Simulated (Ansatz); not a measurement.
**BFH2O···AlH3O: density, localisation and related maps**

```yaml
atoms:
  - { symbol: B, position_ang: [-0.1186, -0.1239, -0.5182] }
  - { symbol: F, position_ang: [-0.5207, -1.1599, 0.2165] }
  - { symbol: O, position_ang: [1.1477, -0.0880, -0.9657] }
  - { symbol: H, position_ang: [1.6812, -0.7920, -0.6211] }
  - { symbol: H, position_ang: [-0.9054, 0.6799, -0.8784] }
  - { symbol: O, position_ang: [0.2208, 1.0362, 1.8121] }
  - { symbol: Al, position_ang: [0.8691, 2.4771, 2.4542] }
  - { symbol: H, position_ang: [0.9065, 2.6566, 4.0270] }
  - { symbol: H, position_ang: [1.4007, 3.5472, 1.4307] }
  - { symbol: H, position_ang: [-0.1606, 0.3472, 2.3357] }
```

All numbers below come from RHF/6-31G* in Ansatz 0.2.0.

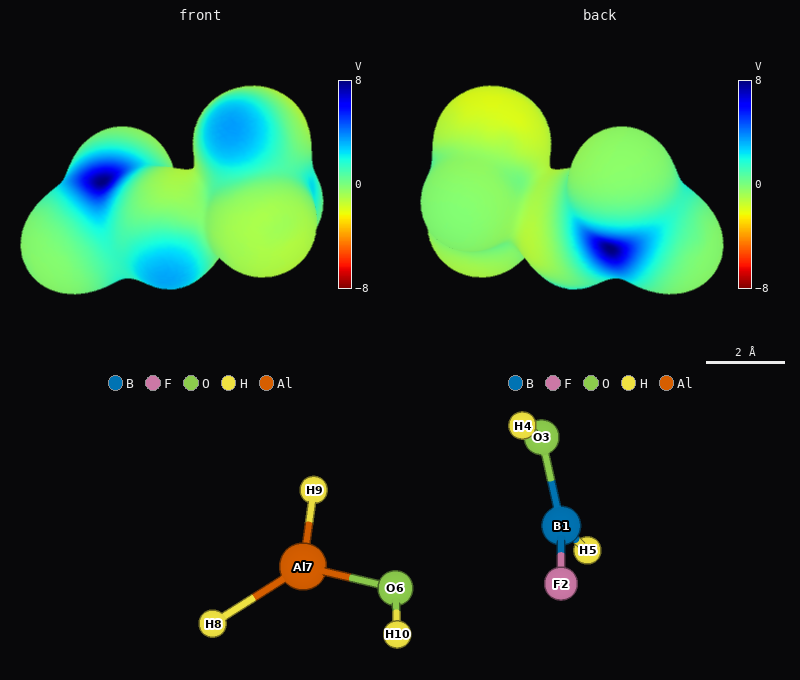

Figure 1. The molecular electrostatic potential painted on the density surface at 0.004 e/bohr³, seen from the front and from behind; the colour scale runs from red (negative) to blue (positive). The bare structure is drawn below in the same view.

**Describe the electrostatic potential map.**

The most negative region (about −1.9 V, or −44 kcal/mol for a unit charge) lies over O3, the most positive (about +7.3 V, or +168 kcal/mol for a unit charge) over Al7. O3 is the likeliest acceptor of a hydrogen bond.

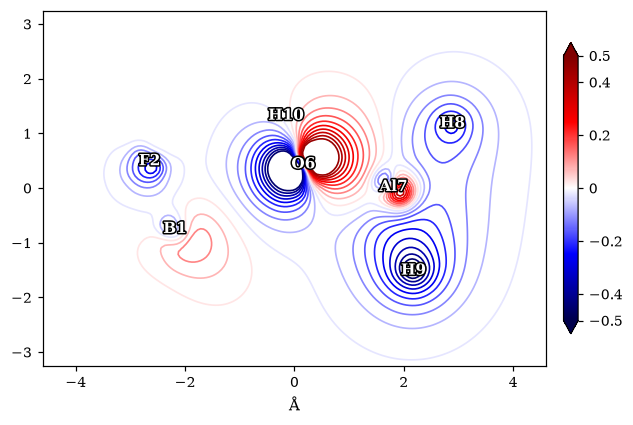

Figure 2. The HOMO−1 on the plane of atoms Al7, O6 and H10 (values in Å⁻³ᐟ²; the overall sign is arbitrary).

**Where does this orbital lie, and at what energy?**

By Hirshfeld shares it lies mainly on O6 (about 30 %), Al7 (about 20 %), H9 (about 15 %), H5 (about 10 %), B1 (about 10 %) and O3 (about 5 %). Its energy is −13.47 eV.

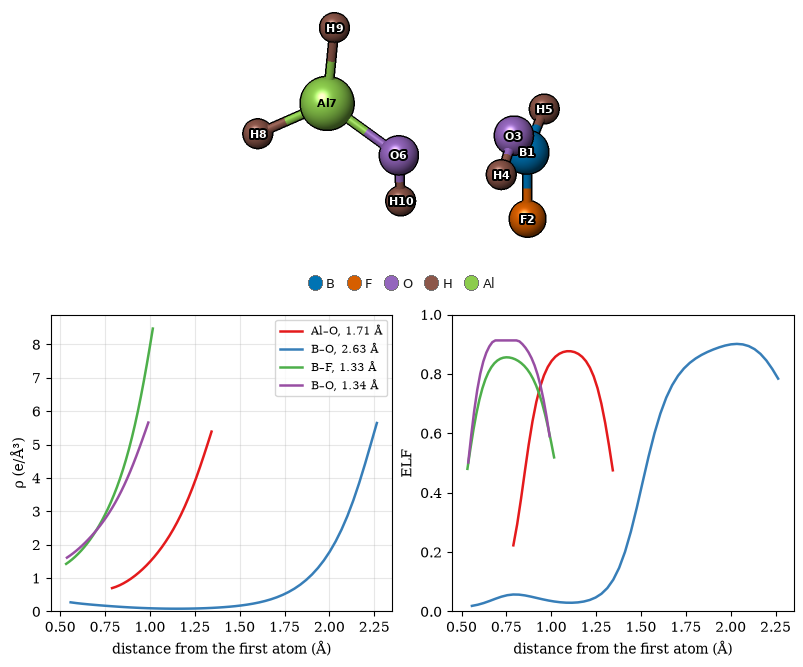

Figure 3. Electron density and electron localisation function along straight lines between neighbouring atoms. The curves leave out the atomic cores. The structure is drawn too.

**Compare the contacts.**

Al–O (1.71 Å): ρ is about 0.85 e/Å³ halfway; the ELF peaks at about 0.90 in the valence shell of O, 0.6 Å from its nucleus, and is about 0.45 at the midpoint.
B1···O6 (2.63 Å): the density falls to about 0.08 e/Å³ on the way; the ELF is about 0.10 at the midpoint.
B–F (1.33 Å): ρ at the midpoint is about 2.2 e/Å³; the ELF peaks at about 0.85 between the atoms: a shared but strongly polarised pair.
B–O (1.34 Å): the density is about 2.2 e/Å³ at the midpoint; the ELF peaks at about 0.90 between the atoms: a short, strongly polar bond.

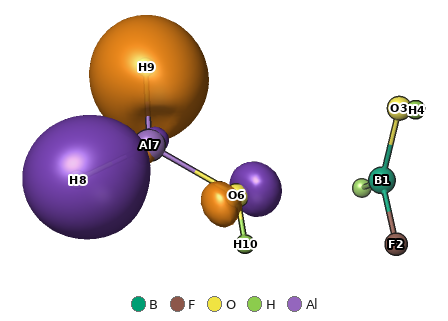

Figure 4. The HOMO at ±0.15 Å⁻³ᐟ² (orange and purple are the two phases), seen at a tilt.

**Describe this orbital and give its energy.**

Its weight (Hirshfeld) is mainly on Al7 (about 35 %), H8 (about 30 %) and H9 (about 25 %). Its energy is −11.75 eV.
